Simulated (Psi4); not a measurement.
# HF/6-311++G(2d,2p) (sweep point 8) run of C2HFN+ (SMILES Fc1[cH+]n1)

What is the vertical ionisation energy of C2HFN+ at HF/6-311++G(2d,2p) (sweep point 8)? 

Program for the calculation: Psi4 1.11.

## Step 1: The system as given

C2HFN+ has 5 atoms, charge +1, and is taken as a singlet. As SMILES, `Fc1[cH+]n1`. Geometry: relaxed at GFN2-xTB.

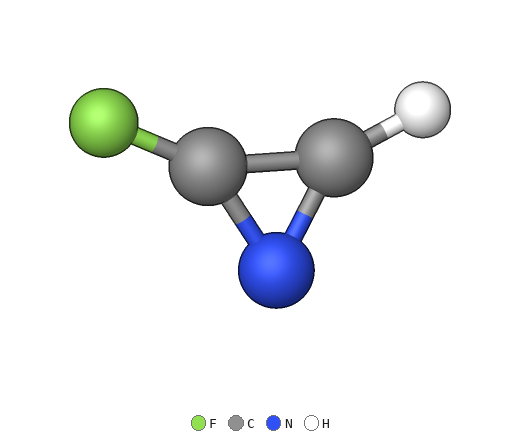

Viewed from a chosen angle; fluorine green, carbon grey, nitrogen blue, hydrogen white.

## Step 2: A single-point energy at HF/6-311++G(2d,2p) (sweep point 8)

File c2hfn.in:

```
memory 1600 mb

molecule {
  1 1
  F      0.149560    -1.546570     1.034770
  C     -0.050600    -0.614570     0.246480
  C      0.095300     0.673310    -0.210680
  N     -0.656780    -0.204000    -0.874210
  H      0.462520     1.691830    -0.196360
  symmetry c1
}

set basis 6-311++G(2d,2p)
set puream true
set scf_type pk

energy('hf')
print_variables()
```

Command:

```console
$ psi4 -i c2hfn.in -o c2hfn.out -n 1
```

c2hfn.out:

```text
[...]
  Running in c1 symmetry.
[...]
  Nuclear repulsion =  102.200524174314381
[...]
  Multiplicity = 1
[...]
  Nalpha       = 14
  Nbeta        = 14
[...]
    Number of basis functions: 118
[...]
   @RHF iter   1:  -229.78770289359736   -9.89330e-02   3.23058e-03 DIIS/ADIIS
[...]
   @RHF iter   9:  -229.86225037929904   -4.41335e-08   6.78394e-07 DIIS
[...]
    Orbital Energies [Eh]
    ---------------------
    Doubly Occupied:
       1A    -26.667769     2A    -15.957345     3A    -11.738147
       4A    -11.655867     5A     -2.008993     6A     -1.706723
       7A     -1.189666     8A     -1.164257     9A     -1.061040
      10A     -1.041164    11A     -1.021764    12A     -0.908464
      13A     -0.838300    14A     -0.764422
[...]
  @RHF Final Energy:  -229.86225037929904
   => Energetics <=
    Nuclear Repulsion Energy =            102.2005241743143813
    One-Electron Energy =                -508.6775689219106198
    Two-Electron Energy =                 176.6147943682971686
    Total Energy =                       -229.8622503792990415
[...]
 Multipole Moments:
 ------------------------------------------------------------------------------------
     Multipole            Electronic (a.u.)      Nuclear  (a.u.)        Total (a.u.)
 ------------------------------------------------------------------------------------
 L = 1.  Multiply by 2.5417464519 to convert [e a0] to [Debye]
 Dipole X            :          0.1672769            0.2936069            0.4608838
 Dipole Y            :         -1.5740087            3.0410754            1.4670667
 Dipole Z            :          1.0752960           -1.1565381           -0.0812421
 Magnitude           :                                                    1.5399022
[...]
```

It took 3.6 s on 1 thread of Intel Xeon Platinum 8488C (Sapphire Rapids), shared host; peak memory 0.56 GiB.

## Step 3: Doublet [C2HFN]2+, same level

File input.in:

```
memory 1600 mb

molecule m {
  2 2
  F      0.149560    -1.546570     1.034770
  C     -0.050600    -0.614570     0.246480
  C      0.095300     0.673310    -0.210680
  N     -0.656780    -0.204000    -0.874210
  H      0.462520     1.691830    -0.196360
  symmetry c1
}

set basis 6-311++G(2d,2p)
set reference uhf
set puream true
set scf_type pk
set maxiter 150

energy_value, wavefunction = energy("hf", return_wfn=True)
```

Command:

```console
$ psi4 input.in input.out -n 1
```

input.out:

```text
[...]
  Running in c1 symmetry.
[...]
  Nuclear repulsion =  102.200524174314381
[...]
  Multiplicity = 2
[...]
  Nalpha       = 14
  Nbeta        = 13
[...]
    Number of basis functions: 118
[...]
   @UHF iter   1:  -229.01267463068817    6.76095e-01   4.08586e-03 ADIIS/DIIS
[...]
   @UHF iter  16:  -229.16115630728638   -4.60783e-08   5.61598e-07 DIIS
[...]
   @S^2 Observed:                8.123648644E-01
[...]
    Orbital Energies [Eh]
    ---------------------
    Alpha Occupied:
       1A    -26.960224     2A    -16.387285     3A    -12.102431
       4A    -12.011698     5A     -2.289240     6A     -2.083990
       7A     -1.546526     8A     -1.481170     9A     -1.410141
      10A     -1.328831    11A     -1.319377    12A     -1.267837
      13A     -1.197076    14A     -1.157003
    Alpha Virtual:
      15A     -0.527439    16A     -0.420311    17A     -0.332581
      18A     -0.279592    19A     -0.269996    20A     -0.237759
      21A     -0.234105    22A     -0.216633    23A     -0.205838
      24A     -0.167292    25A     -0.164493    26A     -0.148107
[...]
  @UHF Final Energy:  -229.16115630728638
   => Energetics <=
    Nuclear Repulsion Energy =            102.2005241743143813
    One-Electron Energy =                -499.2126443030716700
    Two-Electron Energy =                 167.8509638214708843
    Total Energy =                       -229.1611563072863760
  UHF NO Occupations:
  HONO-2 :   12  A 1.9957114
  HONO-1 :   13  A 1.9740732
[...]
 Multipole Moments:
 ------------------------------------------------------------------------------------
     Multipole            Electronic (a.u.)      Nuclear  (a.u.)        Total (a.u.)
 ------------------------------------------------------------------------------------
 L = 1.  Multiply by 2.5417464519 to convert [e a0] to [Debye]
 Dipole X            :         -0.1932494            0.2936069            0.1003575
 Dipole Y            :         -0.8426405            3.0410754            2.1984349
 Dipole Z            :          0.1530432           -1.1565381           -1.0034949
 Magnitude           :                                                    2.4187165
[...]
```

Wall time 5.1 s (1 thread of Intel Xeon Platinum 8488C (Sapphire Rapids), shared host); peak memory 0.56 GiB.

## Step 4: Summary of results

At HF/6-311++G(2d,2p) (sweep point 8):

| quantity | value |
| --- | --- |
| singlet C2HFN+: total energy | -229.86225 Eh |
| singlet C2HFN+: HOMO energy | -20.80 eV |
| singlet C2HFN+: LUMO energy | -4.95 eV |
| singlet C2HFN+: HOMO–LUMO gap | 15.85 eV |
| doublet [C2HFN]2+: total energy | -229.16116 Eh |
| doublet [C2HFN]2+: HOMO energy (highest over α and β) | -31.48 eV |
| doublet [C2HFN]2+: LUMO energy (lowest over α and β) | -17.15 eV |
| doublet [C2HFN]2+: ⟨S²⟩ | 0.812 |
| vertical ionisation energy (to the doublet dication) | 19.078 eV |

In words: The vertical ionisation energy comes to 19.08 eV (1841 kJ/mol). The negative HOMO energy of the first species, 20.80 eV, lies 1.72 eV above that difference.
